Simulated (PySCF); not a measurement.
HfCl (charge −1, triplet)

```
atom   x (Å)   y (Å)    z (Å)
  Hf  0.0000  0.0000  -0.3993
  Cl  0.0000  0.0000   2.0547
```

Core potentials replace the inner electrons of Hf.

Computed with PBE0/def2-TZVPPD, non-relativistic Hamiltonian with scalar-relativistic core potentials where named, at a bond length of 2.454 Å (PySCF 2.14.0).

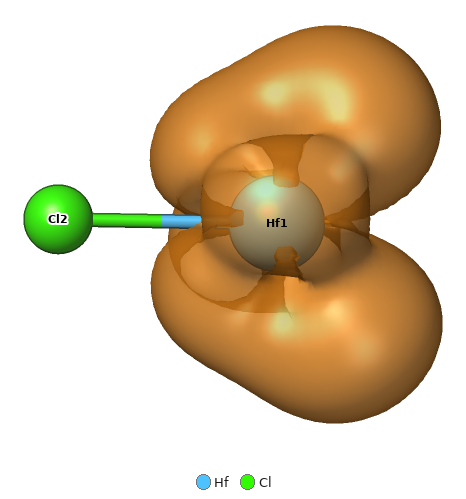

Figure 1. Isosurfaces of the spin density (α minus β) at +0.02 (orange) and −0.02 e/Å³ (purple), seen from one side.

Question: Where is the unpaired spin?

Answer: The unpaired spin (2 electrons) lies mostly on Hf1 (about 2.0), in electrons by Hirshfeld's partition.

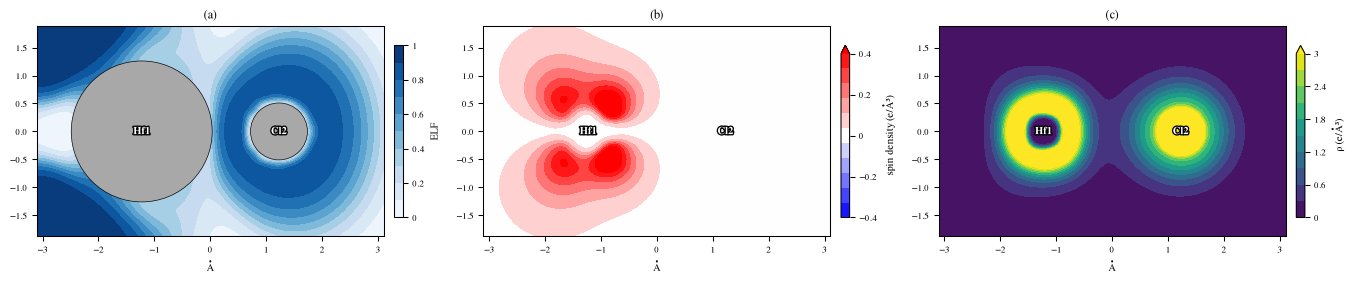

Figure 2. (a) electron localisation function; (b) spin density (α minus β); (c) electron density on a plane that holds the molecular axis. Grey discs cover the atomic cores in the ELF map.

Question: Describe what can be read from this map.

Answer:
- The section cuts through Hf and Cl sites.
- Hf–Cl (2.45 Å): ρ is about 0.47 e/Å³ halfway; the ELF peaks at about 0.85 in the valence shell of Cl, 0.8 Å from its nucleus, and is about 0.30 at the midpoint.
